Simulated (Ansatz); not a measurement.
**Single-point calculation, with input and output: CH7AlOSi**

The run: single-point calculation of CH7AlOSi, SMILES CO[SiH2][AlH2]. Method and program: RKS B3LYP-D4/def2-TZVPP (Ansatz 0.2.0).

The geometry comes from this level: PBE0-D4/def2-TZVP. Figures and captions count atoms from 1; the log counts them from 0 in places.

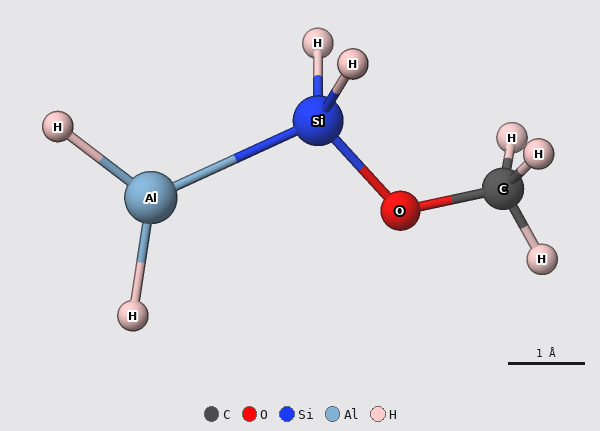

**Figure 1.** The input geometry (ball-and-stick view, seen at a tilt). Sticks mark near contacts. Bond lengths as drawn: Al–H 1.59 Å, Al–Si 2.46 Å, C–H 1.09 to 1.10 Å, C–O 1.41 Å, H–Si 1.50 Å and O–Si 1.65 Å.

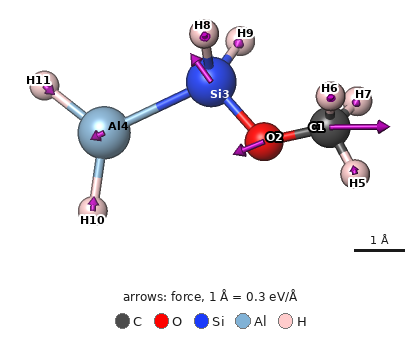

**Figure 2.** Forces on the atoms as pink arrows (ball-and-stick view, seen at a tilt; atoms are numbered from 1 in the order of the input). The largest act on C1 (0.38 eV/Å); Si3 (0.22 eV/Å); O2 (0.21 eV/Å). The geometry is not a stationary point of this energy.

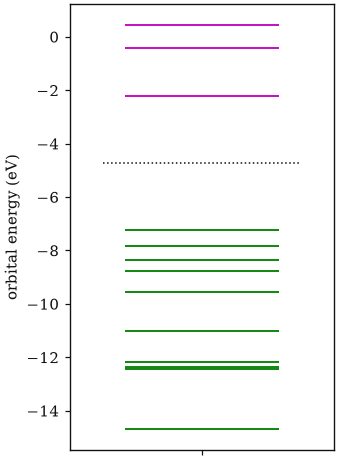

**Figure 3.** Orbital energies near the frontier; the dotted line parts filled from empty levels, and levels within 0.02 eV of each other stand side by side. Highest filled −7.24 eV, lowest empty −2.21 eV, 5.03 eV apart.

These pictures come from the run below.

Input file
```yaml
crystal:
  periodic: [false, false, false]
  atoms:
    - {symbol: C, position_ang: [0.658438, 1.980611, -0.380575]}
    - {symbol: O, position_ang: [-0.088620, 0.791662, -0.494169]}
    - {symbol: Si, position_ang: [0.220458, -0.519978, 0.465606]}
    - {symbol: Al, position_ang: [-1.348423, -2.320697, -0.117992]}
    - {symbol: H, position_ang: [0.272192, 2.701010, -1.104017]}
    - {symbol: H, position_ang: [1.720375, 1.807703, -0.592870]}
    - {symbol: H, position_ang: [0.571899, 2.413457, 0.623378]}
    - {symbol: H, position_ang: [1.650751, -0.939946, 0.297392]}
    - {symbol: H, position_ang: [0.113207, -0.122519, 1.908177]}
    - {symbol: H, position_ang: [-2.446901, -2.147060, -1.251021]}
    - {symbol: H, position_ang: [-1.257977, -3.701341, 0.666691]}
basis:
  gaussian: {orbitals: def2-TZVPP}
hamiltonian: {xc: {name: B3LYP}, dispersion: d4}
output: {forces: true, orbitals: {seedname: orbitals}}
```

Launched with:
```bash
ansatz run in.yaml --threads 2 --pin off --events-out ev --progress --plain --max-ram 4352MiB
```

Log
```
Functional definition: B3LYP
  name "B3LYP"
  cite "Stephens, Devlin, Chabalowski & Frisch, J. Phys. Chem. 98, 11623 (1994) doi:10.1021/j100096a001"
  cite "Becke, Phys. Rev. A 38, 3098 (1988) doi:10.1103/PhysRevA.38.3098"
  cite "Lee, Yang & Parr, Phys. Rev. B 37, 785 (1988) doi:10.1103/PhysRevB.37.785"
  cite "Vosko, Wilk & Nusair, Can. J. Phys. 58, 1200 (1980) doi:10.1139/p80-159"
  parameter a0 = 0.2
  parameter ax = 0.72
  parameter ac = 0.81
  exchange = (1 - a0 - ax)*slater_x + ax*b88_x + a0*exact_x
  correlation = (1 - ac)*vwn_rpa_c + ac*lyp_c
1328 factors; their error is unknown
mean field evaluation 1: about -17669.6574 eV, gradient 5.6e1 eV
mean field evaluation 2: about -17633.2231 eV, gradient 1.3e2 eV
mean field evaluation 4: about -17675.7763 eV, gradient 9.5e0 eV
mean field evaluation 8: about -17675.9502 eV, gradient 3.4e-1 eV
mean field evaluation 16: about -17675.9620 eV, gradient 2.1e-4 eV
mean field -17675.96201771 eV, -649.5796229535 hartree, gradient 3.6e-5 eV, S^2 0.000000; 0 other end points of the search recorded, 0 dependent functions left out
the calculation of the forces begins
reference -17675.96234850 eV, -649.5796351097 hartree; 24, 24 occupied and 220, 220 virtual orbitals, 1328 factors
Total energy: -17676.28390065 eV, -649.5914519334 hartree
Atom 0 at     0.658438     1.980611    -0.380575 Å, force     0.158456     0.348753    -0.024807 eV/Å
Atom 1 at    -0.088620     0.791662    -0.494169 Å, force    -0.131368    -0.162985    -0.042077 eV/Å
Atom 2 at     0.220458    -0.519978     0.465606 Å, force     0.056956    -0.164533     0.137313 eV/Å
Atom 3 at    -1.348423    -2.320697    -0.117992 Å, force    -0.063982    -0.071049    -0.023692 eV/Å
Atom 4 at     0.272192     2.701010    -1.104017 Å, force     0.030226    -0.026230     0.041069 eV/Å
Atom 5 at     1.720375     1.807703    -0.592870 Å, force    -0.050298     0.016299     0.010105 eV/Å
Atom 6 at     0.571899     2.413457     0.623378 Å, force     0.007336    -0.014270    -0.051850 eV/Å
Atom 7 at     1.650751    -0.939946     0.297392 Å, force    -0.071144     0.028231     0.010344 eV/Å
Atom 8 at     0.113207    -0.122519     1.908177 Å, force     0.010409    -0.015642    -0.075162 eV/Å
Atom 9 at    -2.446901    -2.147060    -1.251021 Å, force     0.062516    -0.015397     0.066756 eV/Å
Atom 10 at    -1.257977    -3.701341     0.666691 Å, force    -0.009108     0.076823    -0.048000 eV/Å
Dipole moment:     0.109508     0.129264     0.039260 e Å
```

Key numbers

| quantity | value |
| --- | --- |
| outcome | converged |
| total energy | −17676.2839 eV |
| mean-field energy | −17675.9623 eV |
| dispersion energy | −0.3216 eV |
| SCF solution under orbital rotations | stable |
| HOMO | −7.24 eV |
| LUMO | −2.21 eV |
| largest force (length of the vector) | 0.384 eV/Å |
| dipole moment | 0.84 D |
| hardware | 2 threads of Arm Neoverse V1, 23 GiB of memory available, shared host |
| wall time | 7.5 s (CPU time 14 s) |
| peak memory | 0.64 GiB |
